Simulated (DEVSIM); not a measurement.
Device: Pt/SiO2/n-Si capacitor, at 300 K.

```
layer (left to right)  material  thickness (nm)  Nd (cm⁻³)
---------------------  --------  --------------  ---------
1                          SiO2            3.40          -
2                            Si             610       9e17
```

Metal gate on the left, work function 5.6 eV. Fixed charge at the semiconductor interface -1.4e10 cm⁻² (in units of +e); no interface traps.

This is a model device: material constants are rounded textbook-type values typed into the input, and sizes, dopings and lifetimes were drawn at random. Values at 300 K.

| parameter | SiO2 | Si |
|---|---|---|
| gap (eV) | 9 | 1.124 |
| affinity (eV) | 0.9 | 4.05 |
| permittivity | 3.9 | 11.7 |
| Nc (cm⁻³) | - | 2.86e19 |
| Nv (cm⁻³) | - | 3.1e19 |

Model (solved in DEVSIM): 1D Poisson equation in equilibrium, Boltzmann statistics, complete ionisation; no quantum confinement or tunnelling. Metal contacts follow the ideal Schottky-Mott rule: no Fermi-level pinning, no interface dipoles.

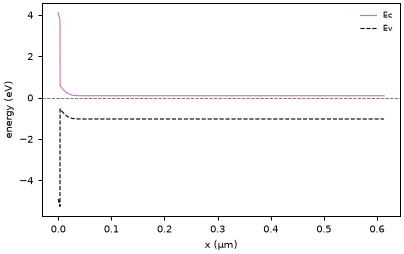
Figure. Band edges at 0.6 V on the gate

Energies count from the Fermi level of the right contact; mesh points crowd at the junctions.

```csv
x (μm),Ec (eV),Ev (eV),n (cm⁻³),p (cm⁻³),field (V/cm)
0.000,4.100,-4.900,< 1e2,< 1e2,-1100000
0.0007381,4.020,-4.980,< 1e2,< 1e2,-1100000
0.001671,3.920,-5.080,< 1e2,< 1e2,-1100000
0.002541,3.826,-5.174,< 1e2,< 1e2,-1100000
0.003568,0.578,-0.546,5.5e9,2.1e10,-360000
0.004602,0.542,-0.582,2.3e10,5.1e9,-340000
0.006582,0.476,-0.648,2.9e11,4.1e8,-320000
0.01169,0.333,-0.791,7.4e13,1600000,-250000
0.01902,0.190,-0.934,1.9e16,6200,-140000
0.03305,0.096,-1.028,6.9e17,170,-16000
0.05695,0.089,-1.035,9.0e17,130,-69
0.1253,0.089,-1.035,9.0e17,130,≈ 0
0.2207,0.089,-1.035,9.0e17,130,≈ 0
0.3809,0.089,-1.035,9.0e17,130,≈ 0
0.5071,0.089,-1.035,9.0e17,130,≈ 0
0.5540,0.089,-1.035,9.0e17,130,≈ 0
0.5816,0.089,-1.035,9.0e17,130,≈ 0
0.5960,0.089,-1.035,9.0e17,130,≈ 0
0.6063,0.089,-1.035,9.0e17,130,≈ 0
0.6099,0.089,-1.035,9.0e17,130,≈ 0
0.6120,0.089,-1.035,9.0e17,130,≈ 0
0.6134,0.089,-1.035,9.0e17,130,≈ 0
```
